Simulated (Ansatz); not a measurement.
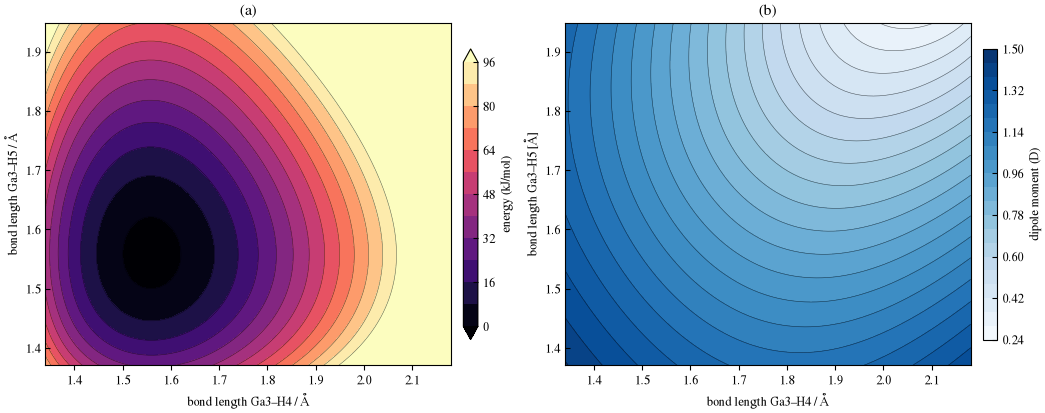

C₂H₂Ga, SMILES [C]#[C][GaH2], spin multiplicity 2. 
- The first coordinate is: bond length Ga3–H4; the second: bond length Ga3–H5.
- Nothing is relaxed (all other coordinates rigid).
- The scan uses a 7 × 7 grid.
- All energies are given in kJ/mol relative to the lowest grid point.
- All numbers below come from UKS PBE0-D4/def2-TZVP (Ansatz 0.2.0).

Panel (a) is the energy and panel (b) the computed dipole moment on the same grid.

Drawn: filled contours, one colour for all values above the top of the scale. Between grid points the surface is interpolated.

> How does the dipole moment vary over the map, and what is it at the lowest grid point?

Leaving out the highest fifth of the energies, it runs from 0.38 D at bond length Ga3–H4 = 1.90 Å, bond length Ga3–H5 = 1.948 Å to 1.45 D at bond length Ga3–H4 = 1.34 Å, bond length Ga3–H5 = 1.371 Å. At the lowest grid point, bond length Ga3–H4 = 1.62 Å, bond length Ga3–H5 = 1.563 Å, it is 1.01 D.

```
bond length Ga3–H5 ↓, bond length Ga3–H4 →  1.34  1.48  1.62  1.76  1.90  2.04  2.18
                                     1.948  1.24  1.03  0.81  0.58  0.38  0.29  0.38
                                     1.852  1.21  1.02  0.81  0.61  0.47  0.45  0.55
                                     1.756  1.21  1.03  0.85  0.69  0.60  0.61  0.73
                                     1.659  1.24  1.08  0.92  0.80  0.74  0.78  0.90
                                     1.563  1.30  1.15  1.01  0.92  0.89  0.95  1.06
                                     1.467  1.37  1.24  1.12  1.05  1.04  1.10  1.22
                                     1.371  1.45  1.33  1.23  1.17  1.18  1.25  1.36
```
